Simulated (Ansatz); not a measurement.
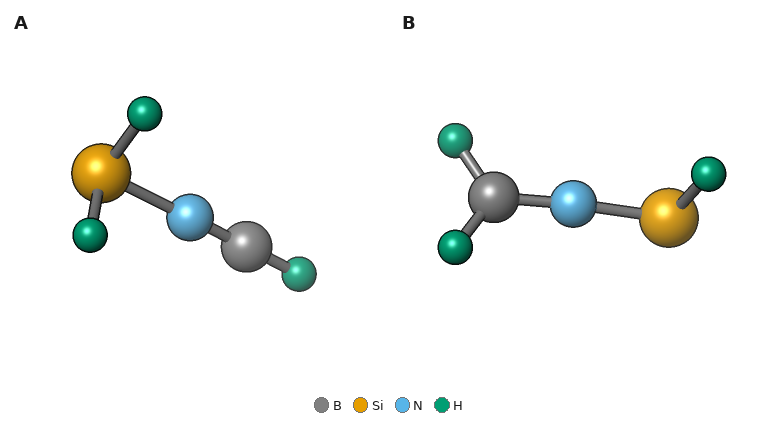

2 stationary structures of one formula. Charge −1, singlet. Geometries: PBE-D4/def2-SVPD. Electronic energies: PBE-D4/def2-SVPD (Ansatz 0.2.0), without zero-point energy. No frequency run is at hand to confirm each as a minimum.

**Which structure is the most stable?**

B is lowest (Cs); A lies 31.0 kJ/mol above it (Cs).
